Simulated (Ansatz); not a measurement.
```
Ca Be F
1.0
     8.05280    0.00000    0.00000
     0.00000    8.05280    0.00000
     0.00000    0.00000    8.05280
Ca Be F
8 8 16
Direct
  0.00000 0.00000 0.00000
  0.50000 0.50000 0.00000
  0.50000 0.00000 0.50000
  0.00000 0.50000 0.50000
  0.25000 0.25000 0.25000
  0.75000 0.75000 0.25000
  0.75000 0.25000 0.75000
  0.25000 0.75000 0.75000
  0.50000 0.00000 0.00000
  0.00000 0.50000 0.00000
  0.00000 0.00000 0.50000
  0.50000 0.50000 0.50000
  0.75000 0.25000 0.25000
  0.25000 0.75000 0.25000
  0.25000 0.25000 0.75000
  0.75000 0.75000 0.75000
  0.62500 0.37500 0.37500
  0.12500 0.87500 0.37500
  0.12500 0.37500 0.87500
  0.62500 0.87500 0.87500
  0.87500 0.12500 0.37500
  0.37500 0.62500 0.37500
  0.37500 0.12500 0.87500
  0.87500 0.62500 0.87500
  0.87500 0.37500 0.12500
  0.37500 0.87500 0.12500
  0.37500 0.37500 0.62500
  0.87500 0.87500 0.62500
  0.62500 0.12500 0.12500
  0.12500 0.62500 0.12500
  0.12500 0.12500 0.62500
  0.62500 0.62500 0.62500
```

Space group Fd-3m; a structure generated by program, which may or may not match a known phase.

Method: DFT PBE, scalar-relativistic, plane waves, PAW in Ansatz 0.2.0.

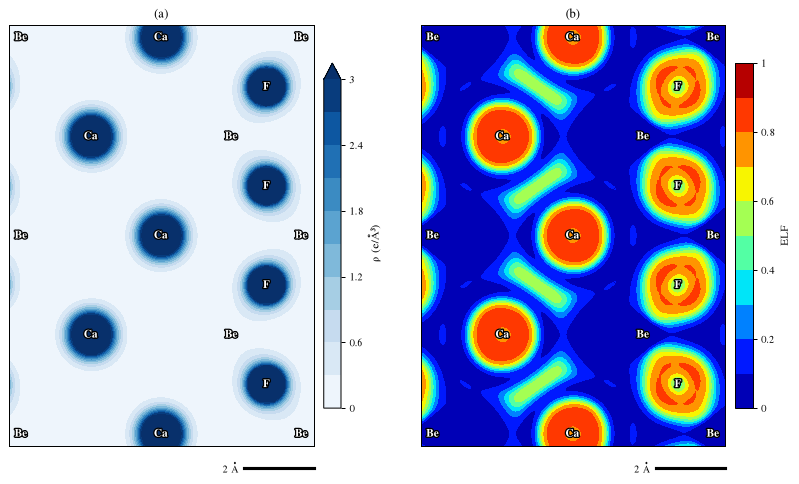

CaBeF2. (a) valence electron density; (b) ELF on the (110) plane of the conventional cell.

> Read the bonding off the picture.

The plane passes through Ca, Be and F nuclei.
Be–F (1.74 Å): the density is about 0.62 e/Å³ at the midpoint; the ELF peaks at about 0.80 in the valence shell of F, 0.6 Å from its nucleus, and is about 0.70 at the midpoint.
Ca–F (3.34 Å): the density is about 0.05 e/Å³ at the midpoint; the ELF is about 0.10 at the midpoint: no localised pair shows between them.
Ca–Ca (3.49 Å): ρ is about 0.09 e/Å³ halfway; the ELF reaches about 0.60 near the midpoint.
Ca–Be (3.49 Å): the density is about 0.05 e/Å³ at the midpoint; the ELF is about 0.10 at the midpoint; no localised pair shows between them.
Between the atoms the lowest density in this plane is 0.05 e/Å³.
The ELF also peaks beside F, away from the bonds: lone-pair regions.
The features right at Ca lie inside the PAW spheres, where the map follows smoothed inner orbitals and isn't to be read closely.
